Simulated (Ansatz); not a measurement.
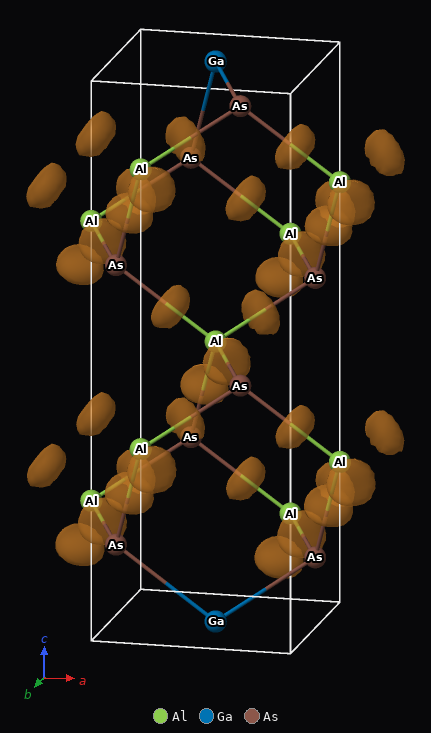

*Al3GaAs4. Isosurface of the electron localisation function at 0.85 (orange), seen at an oblique angle. Core shells and regions of very low density are left out. Sticks mark near contacts.*

Space group P-4m2; a structure generated by program, which may or may not match a known phase.

Theory: DFT PBE, scalar-relativistic, plane waves, PAW in Ansatz 0.2.0.

In a PAW calculation such maps are meaningful between the atoms, not at the nuclei.

```
Al Ga As
1.0
     4.05548    0.00000    0.00000
     0.00000    4.05548    0.00000
     0.00000    0.00000   11.45583
Al Ga As
3 1 4
Direct
  0.00000 0.00000 0.74976
  0.00000 0.00000 0.25024
  0.50000 0.50000 0.50000
  0.50000 0.50000 0.00000
  0.50000 0.00000 0.87413
  0.00000 0.50000 0.12587
  0.50000 0.00000 0.37510
  0.00000 0.50000 0.62490
```

Describe the localisation domains.

The surface consists of twelve regions between bonded Al–As atoms (shared pairs), counted in one cell of 8 atoms. Any copies at cell faces, edges or corners count once. Along the contacts the grid gives the following. Al–As (2.48 Å): the ELF peaks at about 0.95 between the atoms, as expected for a shared electron pair. Ga–As (2.49 Å): the ELF peaks at about 0.80 between the atoms, as expected for localised, covalent bonding.
